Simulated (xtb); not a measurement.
Energy and gradient calculation of Si$_{2}$F$_{6}$

Si$_{2}$F$_{6}$, computed with GFN2-xTB (xtb 6.7.1).

A bond length was changed on purpose from its optimised value.

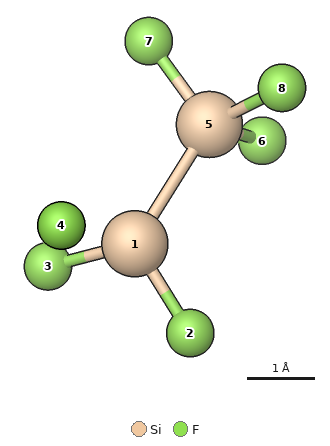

The input geometry (ball-and-stick view, seen at a tilt; atoms are numbered from 1 in the order of the input). Bond lengths as drawn: F–Si 1.58 Å and Si–Si 2.25 Å.

## Summary

```csv
quantity,value
outcome,converged
electrons treated,50
total energy,−32.056434 hartree
dispersion energy,−0.005263 hartree
basis functions,44
largest force,0.895 eV/Å
HOMO,−10.96 eV
LUMO,−10.71 eV
dipole moment,5.93 D
hardware,"1 thread of Intel Xeon (Granite Rapids), 192 GiB of memory available, shared host"
peak memory,0.068 GiB
```

## Input file (geom.xyz)
```
8
F6Si2
Si    -1.49333600     0.49940200    -0.79745900
F     -2.80026600    -0.39267800    -0.75706900
F     -2.03253600     1.98471200    -0.70311900
F      0.02450000    -0.06089000     2.28604000
Si    -0.16304600     0.11143200    -2.56654900
F     -0.92687600     0.02520200    -3.94997900
F      0.94652400     1.21626200    -2.79982900
F      0.64969400    -1.24415800    -2.48533900
```

## File .CHRG
```
0
```

## File .UHF
```
0
```

Launch command:
```bash
xtb geom.xyz --json --grad --gfn 2 > run.log
```

## Output
```
* xtb version 6.7.1
   ID    Z sym.   atoms
    1   14 Si     1, 5
    2    9 F      2-4, 6-8

           -------------------------------------------------
          |                Calculation Setup                |
           -------------------------------------------------

          program call               : xtb geom.xyz --json --grad --gfn 2
          coordinate file            : geom.xyz
          omp threads                :                     1

molecular fragmentation (1/2 indicates fragments):
11121111
# atoms in fragment 1/2:     7     1
 fragment masses (1/2) :      151.16       19.00
CMA distance (Bohr)    :   8.233
constraining FC (au)   :  0.0500

           -------------------------------------------------
          |                 G F N 2 - x T B                 |
           -------------------------------------------------

      * Hamiltonian:
        H0-scaling (s, p, d)           1.850000    2.230000    2.230000
        zeta-weighting                 0.500000
      * Dispersion:
        s8                             2.700000
        a1                             0.520000
        a2                             5.000000
        s9                             5.000000
      * Repulsion:
        kExp                           1.500000    1.000000
        rExp                           1.000000
      * Coulomb:
        alpha                          2.000000
        third order                    shell-resolved
        anisotropic                    true
        a3                             3.000000
        a5                             4.000000
        cn-shift                       1.200000
        cn-exp                         4.000000
        max-rad                        5.000000

          ...................................................
          :                      SETUP                      :
          :.................................................:
          :  # basis functions                  44          :
          :  # atomic orbitals                  42          :
          :  # shells                           18          :
          :  # electrons                        50          :
          :  max. iterations                   250          :
          :  Hamiltonian                  GFN2-xTB          :
          :  restarted?                      false          :
          :  GBSA solvation                  false          :
          :  PC potential                    false          :
          :  electronic temp.          300.0000000     K    :
          :  accuracy                    1.0000000          :
          :  -> integral cutoff          0.2500000E+02      :
          :  -> integral neglect         0.1000000E-07      :
          :  -> SCF convergence          0.1000000E-05 Eh   :
          :  -> wf. convergence          0.1000000E-03 e    :
          :  Broyden damping             0.4000000          :
          :  net charge                          0          :
          :  unpaired electrons                  0          :
          ...................................................

 iter      E             dE          RMSdq      gap      omega  full diag
   1    -31.9463740 -0.319464E+02  0.109E+01    3.07       0.0  T
   2    -31.2134232  0.732951E+00  0.114E+01    0.00       1.0  T
   3    -31.9814314 -0.768008E+00  0.791E+00    3.70       1.0  T
   4    -32.0339448 -0.525134E-01  0.604E+00    2.29       1.0  T
   5    -32.0305548  0.338991E-02  0.521E+00    1.74       1.0  T
   6    -31.4194967  0.611058E+00  0.114E+01    0.00       1.0  T
   7    -31.7541110 -0.334614E+00  0.874E+00    0.04       1.0  T
   8    -31.7601119 -0.600089E-02  0.869E+00    0.04       1.0  T
   9    -31.5147167  0.245395E+00  0.105E+01    0.00       1.0  T
  10    -31.4851277  0.295890E-01  0.107E+01    0.00       1.0  T
  11    -32.1129529 -0.627825E+00  0.296E+00    0.27       1.0  T
  12    -31.6308532  0.482100E+00  0.990E+00    0.00       1.0  T
  13    -31.4319485  0.198905E+00  0.115E+01    0.00       1.0  T
  14    -32.1375184 -0.705570E+00  0.289E+00    0.17       1.0  T
  15    -32.0344519  0.103067E+00  0.540E+00    0.07       1.0  T
  16    -31.9888563  0.455956E-01  0.597E+00    0.06       1.0  T
  17    -32.0408310 -0.519747E-01  0.506E+00    0.08       1.0  T
  18    -32.1001427 -0.593117E-01  0.343E+00    0.13       1.0  T
  19    -32.1194308 -0.192881E-01  0.257E+00    0.16       1.0  T
  20    -32.1242722 -0.484137E-02  0.239E+00    0.16       1.0  T
  21    -32.1195245  0.474771E-02  0.284E+00    0.14       1.0  T
  22    -32.1177888  0.173570E-02  0.259E+00    0.16       1.0  T
  23    -32.1298545 -0.120657E-01  0.142E+00    0.22       1.0  T
  24    -32.1374839 -0.762936E-02  0.777E-01    0.23       1.0  T
  25    -32.1394715 -0.198764E-02  0.484E-01    0.24       1.0  T
  26    -32.1404701 -0.998628E-03  0.254E-01    0.25       1.0  T
  27    -32.1407225 -0.252311E-03  0.156E-01    0.25       1.0  T
  28    -32.1408286 -0.106160E-03  0.675E-02    0.25       1.0  T
  29    -32.1408361 -0.750237E-05  0.365E-02    0.25       1.0  T
  30    -32.1408352  0.910021E-06  0.212E-02    0.25       1.7  T
  31    -32.1408368 -0.155337E-05  0.515E-03    0.25       6.9  T
  32    -32.1408369 -0.160463E-06  0.196E-04    0.25     180.8  T
  33    -32.1408369  0.105651E-08  0.714E-04    0.25      49.5  T

   *** convergence criteria satisfied after 33 iterations ***

         #    Occupation            Energy/Eh            Energy/eV
      -------------------------------------------------------------
         1        2.0000           -1.0121151             -27.5411
       ...           ...                  ...                  ...
        19        2.0000           -0.5840579             -15.8930
        20        2.0000           -0.5824833             -15.8502
        21        2.0000           -0.5801668             -15.7871
        22        2.0000           -0.5430990             -14.7785
        23        1.9996           -0.4061396             -11.0516
        24        1.9889           -0.4028622             -10.9624
        25        1.9887           -0.4028436             -10.9619 (HOMO)
        26        0.0228           -0.3936924             -10.7129 (LUMO)
        27                         -0.3030745              -8.2471
        28                         -0.2780549              -7.5663
        29                         -0.2125759              -5.7845
        30                         -0.2010133              -5.4699
       ...                                ...                  ...
        42                          1.0696213              29.1059
      -------------------------------------------------------------
                  HL-Gap            0.0091512 Eh            0.2490 eV
             Fermi-level           -0.3979331 Eh          -10.8283 eV

 SCC (total)                   0 d,  0 h,  0 min,  0.012 sec
 SCC setup                      ...        0 min,  0.000 sec (  0.620%)
 Dispersion                     ...        0 min,  0.000 sec (  0.228%)
 classical contributions        ...        0 min,  0.000 sec (  0.110%)
 integral evaluation            ...        0 min,  0.001 sec (  9.741%)
 iterations                     ...        0 min,  0.009 sec ( 71.112%)
 molecular gradient             ...        0 min,  0.002 sec ( 17.558%)
 printout                       ...        0 min,  0.000 sec (  0.576%)

         :::::::::::::::::::::::::::::::::::::::::::::::::::::
         ::                     SUMMARY                     ::
         :::::::::::::::::::::::::::::::::::::::::::::::::::::
         :: total energy             -32.056434308938 Eh    ::
         :: gradient norm              0.031403668116 Eh/a0 ::
         :: HOMO-LUMO gap              0.249017159445 eV    ::
         ::.................................................::
         :: SCC energy               -32.140828128244 Eh    ::
         :: -> isotropic ES            0.119698540953 Eh    ::
         :: -> anisotropic ES          0.003581989268 Eh    ::
         :: -> anisotropic XC         -0.007062010779 Eh    ::
         :: -> dispersion             -0.005263032506 Eh    ::
         :: repulsion energy           0.084393819307 Eh    ::
         :: add. restraining           0.000000000000 Eh    ::
         :: total charge               0.000000000000 e     ::
         :::::::::::::::::::::::::::::::::::::::::::::::::::::

           -------------------------------------------------
          |                Property Printout                |
           -------------------------------------------------

    * Orbital Energies and Occupations

         #    Occupation            Energy/Eh            Energy/eV
      -------------------------------------------------------------
         1        2.0000           -1.0121151             -27.5411
       ...           ...                  ...                  ...
        13        2.0000           -0.6151690             -16.7396
        14        2.0000           -0.6080166             -16.5450
        15        2.0000           -0.6034316             -16.4202
        16        2.0000           -0.5958783             -16.2147
        17        2.0000           -0.5947597             -16.1842
        18        2.0000           -0.5942786             -16.1711
        19        2.0000           -0.5840579             -15.8930
        20        2.0000           -0.5824833             -15.8502
        21        2.0000           -0.5801668             -15.7871
        22        2.0000           -0.5430990             -14.7785
        23        1.9996           -0.4061396             -11.0516
        24        1.9889           -0.4028622             -10.9624
        25        1.9887           -0.4028436             -10.9619 (HOMO)
        26        0.0228           -0.3936924             -10.7129 (LUMO)
        27                         -0.3030745              -8.2471
        28                         -0.2780549              -7.5663
        29                         -0.2125759              -5.7845
        30                         -0.2010133              -5.4699
        31                         -0.1688015              -4.5933
        32                         -0.1126831              -3.0663
        33                         -0.0753781              -2.0511
        34                         -0.0511624              -1.3922
        35                          0.0069332               0.1887
        36                          0.0140830               0.3832
       ...                                ...                  ...
        42                          1.0696213              29.1059
      -------------------------------------------------------------
                  HL-Gap            0.0091512 Eh            0.2490 eV
             Fermi-level           -0.3979331 Eh          -10.8283 eV

     #   Z          covCN         q      C6AA      α(0)
     1  14 Si       2.370     0.652   170.054    28.337
     2   9 F        0.705    -0.159    10.831     3.886
     3   9 F        0.705    -0.159    10.831     3.886
     4   9 F        0.000    -0.420    14.235     4.394
     5  14 Si       3.075     0.665   154.324    26.874
     6   9 F        0.705    -0.190    11.141     3.941
     7   9 F        0.705    -0.196    11.201     3.952
     8   9 F        0.705    -0.195    11.192     3.950

 Mol. C6AA /au·bohr⁶  :       1951.734339
 Mol. C8AA /au·bohr⁸  :      84545.805911
 Mol. α(0) /au        :         79.221488

Wiberg/Mayer (AO) data.
largest (>0.10) Wiberg bond orders for each atom

 ---------------------------------------------------------------------------
     #   Z sym  total        # sym  WBO       # sym  WBO       # sym  WBO
 ---------------------------------------------------------------------------
     1  14 Si   3.884 --     3 F    1.253     2 F    1.253     5 Si   0.704
                             4 F    0.615
     2   9 F    1.362 --     1 Si   1.253
     3   9 F    1.362 --     1 Si   1.253
     4   9 F    0.769 --     1 Si   0.615
     5  14 Si   4.411 --     6 F    1.187     8 F    1.183     7 F    1.181
                             1 Si   0.704
     6   9 F    1.286 --     5 Si   1.187
     7   9 F    1.288 --     5 Si   1.181
     8   9 F    1.297 --     5 Si   1.183
 ---------------------------------------------------------------------------

Topologies differ in total number of bonds
Writing topology from bond orders to xtbtopo.mol

molecular dipole:
                 x           y           z       tot (Debye)
 q only:       -0.869       0.325      -2.218
   full:       -0.881       0.327      -2.134       5.927
molecular quadrupole (traceless):
                xx          xy          yy          xz          yz          zz
 q only:        4.693      -0.506       3.514       3.242      -0.720      -8.207
  q+dip:        4.474      -0.376       3.756       4.381      -1.100      -8.230
   full:        4.252      -0.420       3.344       4.117      -1.031      -7.596

           -------------------------------------------------
          | TOTAL ENERGY              -32.056434308938 Eh   |
          | GRADIENT NORM               0.031403668116 Eh/α |
          | HOMO-LUMO GAP               0.249017159445 eV   |
           -------------------------------------------------

------------------------------------------------------------------------
------------------------------------------------------------------------
 total:
 *  cpu-time:     0 d,  0 h,  0 min,  0.020 sec
 * ratio c/w:     1.000 speedup
 SCF:
 *  cpu-time:     0 d,  0 h,  0 min,  0.012 sec
 * ratio c/w:     0.999 speedup
```

## Standard error
```
normal termination of xtb
```

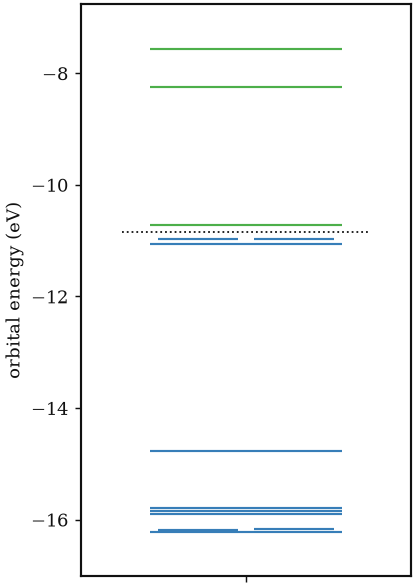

Orbital energies near the frontier; the dotted line parts filled from empty levels, and levels within 0.02 eV of each other stand side by side. Highest filled −10.96 eV, lowest empty −10.71 eV, 0.25 eV apart.

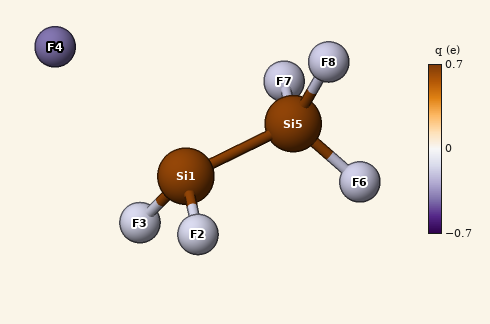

Mulliken charges, as the colour of each atom (ball-and-stick view, seen at a tilt; atoms are numbered from 1 in the order of the input). By element: Si +0.65 to +0.67 and F −0.42 to −0.16 e.
